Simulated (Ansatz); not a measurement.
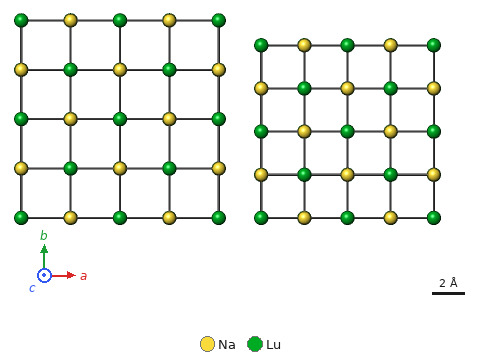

Two geometries of crystalline NaLu (a generated structure, set up in Fm-3m) (coarse preliminary run), drawn at one scale. One is the start of a relaxation, the other its converged end. A ball-and-stick model of the conventional cell (4 times the calculation's cell), repeated 2 × 2 × 1 with one cell outlined, seen along the c axis. Lengths and directions refer to the drawn axes.

Computed with DFT PBE, scalar-relativistic, plane waves, PAW (Ansatz). (plane-wave cutoff 420 eV; k-point mesh 6 × 6 × 6; occupations gaussian; smearing width 0.1 eV; no spin polarisation; cell and atoms relaxed; force threshold 0.04 eV/Å; at most 70 steps)

### Which geometry has the lower energy?

The left one is the relaxed one. The atoms keep their places relative to the cell (all moves are under 0.005 Å). The volume changes by +49.8 %, with a = b = c 5.536 → 6.335 Å (+14.4 %). Among the contacts that change: Lu–Na 2.768 → 3.167 Å. The space group stays Fm-3m (No. 225). Over 5 accepted moves (7 points after the start) the energy falls by 436 meV per atom. All forces vanish by symmetry, so only the cell relaxes. Pressure: 18.10 GPa at the start and 0.14 GPa at the end. The SCF was repeated twice at an unchanged geometry on a basis and grid sized afresh for the cell, which shifted the energy by 9.5 meV per atom at most. The run took 7.5 s on 1 thread of Intel(R) Xeon(R) Platinum 8559C (Emerald Rapids), with other jobs on the host, peak memory 0.46 GiB.
